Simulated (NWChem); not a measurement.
# One shape, several levels: triplet CF+

We compute a comparison of 6 runs (UHF/STO-3G, UHF/3-21G, UB3LYP/6-31G*, UB3LYP/aug-cc-pVTZ, UM06-2X/aug-cc-pVTZ) of triplet CF+. 

The results are computed with NWChem 7.3.0.

1 further run of the same task is left out (set aside as unsound or not needed).

## (1) The structure to begin with

The species is CF+ (2 atoms), meant as a triplet with charge +1. As SMILES of the parent species, `[C+]F`. The coordinates come from a PBE0-D4/def2-TZVP relaxation. That shape belongs to the parent species and isn't relaxed for this state.

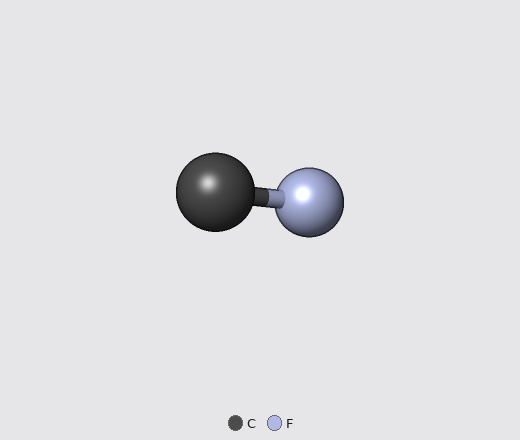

Viewed from a chosen angle; carbon dark grey, fluorine light blue.

## (2) A single-point energy at UHF/STO-3G (run 1)

The input, run.py:

```python
from ase import Atoms
from ase.calculators.nwchem import NWChem

system = Atoms(['C', 'F'], positions=[
    [0.492270, -0.160830, 0.253170],
    [-0.492270, 0.160830, -0.253170],
])

calc = NWChem(
    label='cf',
    theory='scf',
    memory='2200 mb',
    basis='STO-3G',
    basispar='spherical bse',
    charge=1,
    scf={'nopen': '2', 'uhf': None, 'thresh': '1e-08', 'maxiter': '80'},
    task='energy',
)
system.calc = calc

e = system.get_potential_energy()
print(f"E = {e:.6f} eV")
```

On the command line:

```bash
$ export ASE_NWCHEM_COMMAND="nwchem PREFIX.nwi > PREFIX.nwo"
$ python run.py
```

The log of the run:

```text
E = -3670.954162 eV
```

The calculator wrote cf.nwi:

```
title "cf"

permanent_dir cf

scratch_dir cf

start cf

geometry units angstrom nocenter noautosym noautoz
  C  4.9226999999999999e-01 -1.6083000000000000e-01 2.5317000000000001e-01
  F  -4.9226999999999999e-01 1.6083000000000000e-01 -2.5317000000000001e-01
end

charge 1

memory 2200 mb

basis spherical bse noprint
   * library STO-3G
end

scf
  nopen 2
  uhf
  thresh 1e-08
  maxiter 80
end

task scf energy
```

cf.nwo, cut to the lines that bear on the results:

```text
[...]
      One electron energy =   -229.324625557533
[... 1 line left out ...]
 Nuclear repulsion energy =     24.785950598714
[... 22 lines left out ...]
          Final beta eigenvalues
[... 86 lines left out ...]
                     UHF Final Beta Molecular Orbital Analysis
[...]
```

It took 2.2 s on 1 thread of AMD EPYC, shared host; peak memory 0.098 GiB.

## (3) The energy at UHF/3-21G (run 2)

The input, a.nw:

```
start a
memory stack 880 mb heap 220 mb global 1100 mb
charge 1

geometry noautosym nocenter noautoz
  C     0.492270   -0.160830    0.253170
  F    -0.492270    0.160830   -0.253170
end

basis "ao basis" spherical bse
  * library 3-21G
end

scf
  nopen 2
  uhf
  thresh 1e-08
  maxiter 80
  noprint "final vectors analysis"
end

task scf energy
```

On the command line:

```bash
$ nwchem a.nw > a.out
```

The log of the run:

```text
[...]
  functions       =    18
[...]
  wavefunction    = UHF
[...]
         Total SCF energy =   -135.944006834919
      One electron energy =   -230.824859307485
      Two electron energy =     70.094901873852
 Nuclear repulsion energy =     24.785950598714
                       Sz =      1.0000
                 Sz(Sz+1) =      2.0000
                      S^2 =      2.0168
[...]
```

Run time: 1.2 s. Hardware: 1 thread of AMD EPYC, shared host; peak memory 0.098 GiB.

## (4) A single-point energy at UB3LYP/6-31G(d) (spherical functions) (run 3)

The input, cf.xyz:

```xyz
2
CF
C      0.492270    -0.160830     0.253170
F     -0.492270     0.160830    -0.253170
```

The input, cf.nw:

```
start cf
title "CF"
memory total 2200 mb
charge 1

geometry noautosym nocenter noautoz
  load cf.xyz
end

basis spherical bse
  * library 6-31G*
end

dft
  xc b3lyp
  mult 3
  grid xfine
  convergence energy 1e-08
  maxiter 100
  mulliken
  print low
end

task dft energy
```

On the command line:

```bash
$ nwchem cf.nw > cf.out
```

The log of the run:

```text
[...]
 d= 0,ls=0.0,diis     1   -137.0305065803 -1.62D+02  3.29D-02  6.83D-01     0.8
[...]
 d= 0,ls=0.0,diis    11   -137.2595597189 -1.96D-10  6.49D-08  5.83D-12     6.9
[...]
         Total DFT energy =     -137.259559718919
      One electron energy =     -232.093236675165
           Coulomb energy =       85.524410672185
    Exchange-Corr. energy =      -15.476684314654
 Nuclear repulsion energy =       24.785950598714
[...]
      Total Density - Mulliken Population Analysis
     ---------------------------------------------
    Atom       Charge   Shell Charges
 -----------   ------   -------------------------------------------------------
    1 C    6     5.19   2.00  0.70  1.66  0.39  0.36  0.08
    2 F    9     8.81   2.00  0.98  3.29  0.92  1.60  0.03
[...]
      <S2> =      2.0051 (Exact =     2.0000)
[...]
```

Wall time 7.8 s (1 thread of AMD EPYC, shared host); peak memory 0.11 GiB.

Runs 4 to 5 aren't shown in full; the table further down has their settings and results.

## (5) A single-point energy at UM06-2X/aug-cc-pVTZ (run 6)

The input, run.py:

```python
from ase import Atoms
from ase.calculators.nwchem import NWChem

atoms = Atoms(['C', 'F'], positions=[
    [0.492270, -0.160830, 0.253170],
    [-0.492270, 0.160830, -0.253170],
])

calc = NWChem(
    label='cf',
    theory='dft',
    memory='2200 mb',
    basis='aug-cc-pVTZ',
    basispar='spherical bse',
    charge=1,
    dft={'xc': 'm06-2x', 'mult': '3', 'grid': 'fine', 'convergence': 'energy 1e-08', 'iterations': '100', 'mulliken': None},
    task='energy',
)
atoms.calc = calc

print("Total energy (eV):", round(atoms.get_potential_energy(), 6))
```

On the command line:

```bash
$ export ASE_NWCHEM_COMMAND="nwchem PREFIX.nwi > PREFIX.nwo"
$ python run.py
```

The log of the run:

```text
Total energy (eV): -3735.396432
```

The calculator wrote cf.nwi:

```
title "cf"

permanent_dir cf

scratch_dir cf

start cf

geometry units angstrom nocenter noautosym noautoz
  C  4.9226999999999999e-01 -1.6083000000000000e-01 2.5317000000000001e-01
  F  -4.9226999999999999e-01 1.6083000000000000e-01 -2.5317000000000001e-01
end

charge 1

memory 2200 mb

basis spherical bse noprint
   * library aug-cc-pVTZ
end

dft
  xc m06-2x
  mult 3
  grid fine
  convergence energy 1e-08
  iterations 100
  mulliken
end

task dft energy
```

cf.nwo:

```text
Northwest Computational Chemistry Package (NWChem) 7.3.0
             --------------------------------------------------------

           Job information
           ---------------

    nwchem branch   = 7.3.0
    use scalapack   = T
    input           = cf.nwi
    prefix          = cf.
    data base       = cf/cf.db
    status          = startup
    nproc           =        1

           Memory information
           ------------------

    heap     =     72089600 doubles =      550.0 Mbytes
    stack    =     72089597 doubles =      550.0 Mbytes
    global   =    144179200 doubles =     1100.0 Mbytes (distinct from heap & stack)
    total    =    288358397 doubles =     2200.0 Mbytes
    verify   = yes
    hardfail = no

           Directory information
           ---------------------

  0 permanent = cf
  0 scratch   = cf

                                NWChem Input Module
                                -------------------

                                        cf
                                        --

[... 21 lines left out ...]
            Nuclear Dipole moment (a.u.)
[... 38 lines left out ...]
  convergence criterion.
[... 16 lines left out ...]
          Convergence on density requested:  1.00D-05
[... 20 lines left out ...]
          Spatial weights used:  Erf1
[... 3 lines left out ...]
          Convergence aids based upon iterative change in
[... 78 lines left out ...]
         Total DFT energy =     -137.273288068265
[... 1 line left out ...]
           Coulomb energy =       85.552232010139
[... 1 line left out ...]
 Nuclear repulsion energy =       24.785950598714
[... 655 lines left out ...]
                     DFT Final Beta Molecular Orbital Analysis
[... 719 lines left out ...]
   alpha     81     82     83     84     85     86     87     88     89     90
    beta     81     82     83     84     85     86     87     88     89     90
 overlap   1.000  1.000  0.999  1.000  1.000  0.999  1.000  1.000  1.000  0.999

   alpha     91     92
    beta     91     92
 overlap   1.000  1.000

     --------------------------
     Expectation value of S2:
     --------------------------
      <S2> =      2.0072 (Exact =     2.0000)

 center of mass
 --------------
 x =  -0.21002050 y =   0.06861600 z =  -0.10801164

 moments of inertia (a.u.)
 ------------------
           9.450886841386           8.317390457479         -13.092792029596
           8.317390457479          32.191452439762           4.277558539257
         -13.092792029596           4.277558539257          28.175330695889

     Multipole analysis of the density
     ---------------------------------

     L   x y z        total         alpha         beta         nuclear
     -   - - -        -----         -----         ----         -------
     0   0 0 0      1.000000     -8.000000     -6.000000     15.000000

     1   1 0 0      0.632540      0.559165      2.864141     -2.790766
[... 8 lines of this table left out ...]
     2   0 0 2     -5.580653     -5.759165     -3.254801      3.433313

 Task  times  cpu:       37.4s     wall:       37.4s
 Total times  cpu:       37.5s     wall:       37.5s
```

Run time: 40 s. Hardware: 1 thread of AMD EPYC, shared host; peak memory 0.11 GiB.

## (6) All runs side by side

```csv
run,level,iteration cap,module,energy (Eh),HOMO energy (eV),⟨S²⟩,wall time
1,UHF/STO-3G,80,scf,-134.905078,-21.46,2.037,2.2 s
2,UHF/3-21G,80,scf,-135.944007,–,2.017,1.2 s
3,UB3LYP/6-31G* (spherical functions),100,dft,-137.259560,–,2.005,7.8 s
4,UB3LYP/6-31G* (Cartesian functions),100,dft,-137.261586,-16.54,2.005,8.1 s
5,UB3LYP/aug-cc-pVTZ,100,dft,-137.317412,-16.63,2.005,25 s
6,UM06-2X/aug-cc-pVTZ,100,dft,-137.273288,-18.49,2.007,40 s
```

## (7) What came out

| quantity | value |
| --- | --- |
| run 6: total energy | -137.27329 Eh |
| run 6: HOMO energy (highest over α and β) | -18.49 eV |
| run 6: ⟨S²⟩ | 2.007 |

What this shows: Totals of different functionals can't be ranked against each other. In run 1 the basis is minimal, so the values are rough. All runs together took 84 s, the longest 40 s.
